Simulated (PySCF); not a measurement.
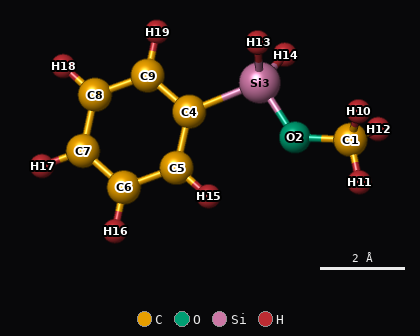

The structure (ball-and-stick view, seen at a tilt; atoms are numbered from 1 in the order of the input).

## NMR shielding calculation, with input and output: C$_{7}$H$_{10}$OSi

C$_{7}$H$_{10}$OSi, computed with GIAO PBE0/pcSseg-1 NMR shielding, non-relativistic, gas phase (PySCF 2.14.0).

The geometry comes from this level: GFN2-xTB. Figures and captions count atoms from 1; the log counts them from 0 in places.

Input file:
```
{"job": {"kind": "nmr", "xc": "PBE0", "basis": "pcSseg-1"}, "charge": 0, "multiplicity": 1}
C      3.494400    -0.872625     0.293143
O      2.129831    -0.620634     0.177828
Si     1.395688     0.821508     0.064912
C     -0.422079     0.367869    -0.050039
C     -0.875926    -0.946374    -0.013668
C     -2.225672    -1.238431    -0.097832
C     -3.149455    -0.214708    -0.219964
C     -2.714930     1.100182    -0.257919
C     -1.364282     1.383087    -0.173536
H      3.926860    -0.315930     1.127506
H      3.630064    -1.941221     0.464876
H      4.019106    -0.587263    -0.621901
H      1.677778     1.648872     1.247765
H      1.849238     1.563037    -1.120909
H     -0.156269    -1.745682     0.081114
H     -2.559563    -2.266226    -0.067701
H     -4.204519    -0.439438    -0.284901
H     -3.431900     1.903336    -0.353383
H     -1.028175     2.409891    -0.202853
```

The first line tells a small driver script what to run in PySCF; the rest is the geometry in Å.

Machine: 1 CPU thread, shared host.

Run as:
```bash
OMP_NUM_THREADS=1 python <driver script> task.json out
```

What the program printed:
```
coarse grid: 16512 points
cycle   1  E = -636.7568515454  dE =  1.421e+00  |g| = 7.013e-01  |ddm| = 4.153e+00
cycle   2  E = -636.6372585830  dE =  1.196e-01  |g| = 1.064e+00  |ddm| = 1.687e+00
cycle   3  E = -636.8540266101  dE = -2.168e-01  |g| = 1.052e-01  |ddm| = 1.102e+00
cycle   4  E = -636.8559722812  dE = -1.946e-03  |g| = 4.398e-02  |ddm| = 1.317e-01
cycle   5  E = -636.8564330529  dE = -4.608e-04  |g| = 1.220e-02  |ddm| = 5.428e-02
cycle   6  E = -636.8564648793  dE = -3.183e-05  |g| = 5.743e-03  |ddm| = 1.741e-02
cycle   7  E = -636.8564741215  dE = -9.242e-06  |g| = 3.472e-04  |ddm| = 6.041e-03
final grid: 155312 points
cycle   8  E = -636.9193699432  dE = -2.994e-05  |g| = 1.061e-02  |ddm| = 4.615e-02
cycle   9  E = -636.9193546048  dE =  1.534e-05  |g| = 1.412e-02  |ddm| = 1.999e-02
cycle  10  E = -636.9193935957  dE = -3.899e-05  |g| = 1.533e-03  |ddm| = 1.123e-02
cycle  11  E = -636.9193940825  dE = -4.869e-07  |g| = 2.026e-04  |ddm| = 1.547e-03
cycle  12  E = -636.9193940902  dE = -7.615e-09  |g| = 6.646e-05  |ddm| = 2.375e-04
cycle  13  E = -636.9193940909  dE = -7.333e-10  |g| = 4.089e-05  |ddm| = 1.084e-04
cycle  14  E = -636.9193940914  dE = -4.732e-10  |g| = 5.473e-06  |ddm| = 4.449e-05
```

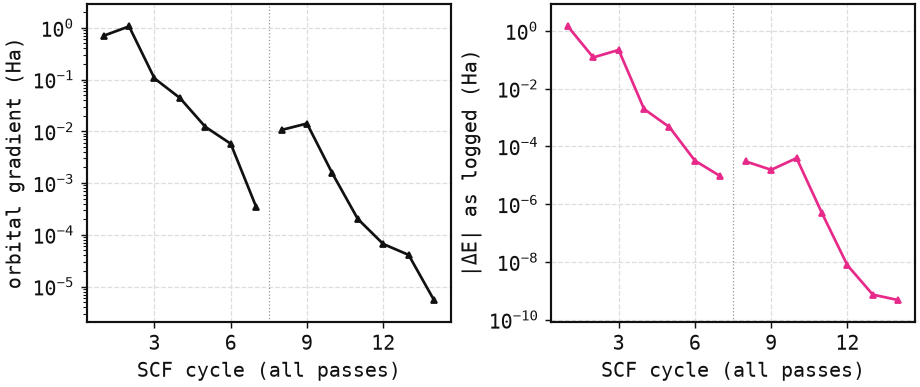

Convergence of the self-consistent field: orbital gradient and size of the energy change against the SCF cycle. The dotted line marks the change from a coarse to the final integration grid. The first 7 cycles use a coarse grid, the final grid takes over at cycle 8, and the field converges after 14 cycles in all.

```
converged SCF energy = -636.9193940914

GIAO shielding tensors (ppm)
atom      isotropic    diamagn.    paramagn.     s11        s22        s33       span
  0 C      132.717     238.147    -105.430    105.752    107.002    185.397     79.645
  1 O      346.056     403.201     -57.145    300.213    367.952    370.001     69.788
  2 Si     379.145     883.472    -504.327    336.270    338.951    462.214    125.943
  3 C       49.925     260.838    -210.914    -48.190     12.538    185.425    233.615
  4 C       46.687     251.824    -205.137    -69.835     26.921    182.975    252.811
  5 C       53.466     254.072    -200.606    -59.779     41.712    178.464    238.243
  6 C       51.504     254.542    -203.038    -59.889     36.221    178.180    238.069
  7 C       54.535     253.244    -198.709    -57.395     41.925    179.075    236.469
  8 C       48.507     253.610    -205.103    -70.703     36.805    179.419    250.122
  9 H       27.841      26.667       1.174     23.726     25.435     34.362     10.637
 10 H       27.494      27.205       0.290     22.743     25.639     34.102     11.359
 11 H       27.758      26.700       1.057     23.713     25.217     34.343     10.630
 12 H       26.328      31.141      -4.813     22.738     25.378     30.869      8.132
 13 H       26.331      31.126      -4.795     22.663     25.413     30.917      8.254
 14 H       23.647      34.169     -10.522     18.775     22.490     29.675     10.900
 15 H       24.009      30.862      -6.853     20.548     24.215     27.264      6.716
 16 H       24.061      28.994      -4.932     20.771     24.504     26.909      6.138
 17 H       24.103      29.478      -5.375     20.668     24.568     27.074      6.406
 18 H       24.132      32.667      -8.535     20.260     23.231     28.904      8.644
```

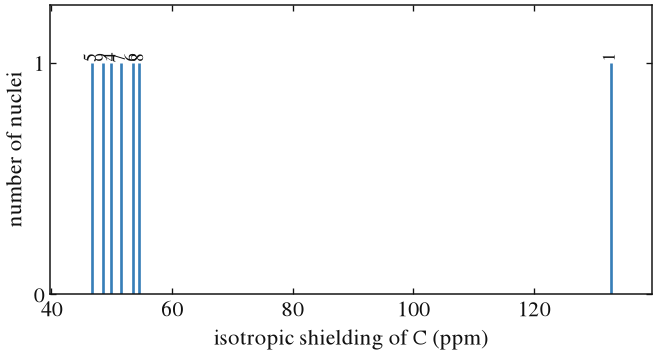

Isotropic shieldings of the carbon nuclei in this fixed geometry, labelled by atom number; shielding grows to the right, so chemical shift grows to the left. The least shielded is C5 (46.7 ppm), the most shielded C1 (132.7 ppm).

Summary:

- outcome: converged
- total energy: −636.919394 hartree
- HOMO: −7.30 eV
- LUMO: −0.44 eV
- dipole moment: 0.75 D
- isotropic shielding, C: 46.7 to 132.7 ppm
- isotropic shielding, O: 346.1 ppm
- isotropic shielding, Si: 379.1 ppm
- isotropic shielding, H: 23.6 to 27.8 ppm
- wall time: 77 s
- peak memory: 0.94 GiB
